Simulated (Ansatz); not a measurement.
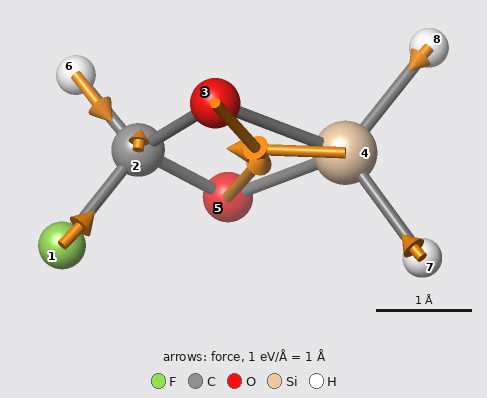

Starting geometry of CH$_{3}$FO$_{2}$Si with the computed forces as orange arrows. A ball-and-stick model, seen at a tilt.

The start comes from PBE-D4/def2-SVP.

The calculation used RKS PBE0-D4/def2-TZVP (Ansatz 0.2.0). Set-up: force threshold 0.005 eV/Å; at most 150 steps.

### Is this structure relaxed? If not, where do the atoms go?

It isn't relaxed: the largest force vector, on Si atoms, is 1.27 eV/Å. The final displacements follow the starting forces only in part (cosine between the two patterns 0.74). The atom that moves furthest after the best rigid fit is H7 (0.042 Å). Largest moves by element: H 0.042 Å, F 0.027 Å, Si 0.025 Å, O 0.023 Å, C 0.015 Å. Among the contacts that change: O3–Si4 1.714 → 1.673 Å, C2–H6 1.114 → 1.093 Å, Si4–H7 1.498 → 1.479 Å, C2–O3 1.417 → 1.403 Å. After 5 geometry steps the energy has fallen by 1.70 kcal/mol. The largest force component goes from 1 to 0.0013 eV/Å. Cost: 37 s on 2 threads of Intel Xeon Platinum 8375C @ 2.90GHz (shared host).
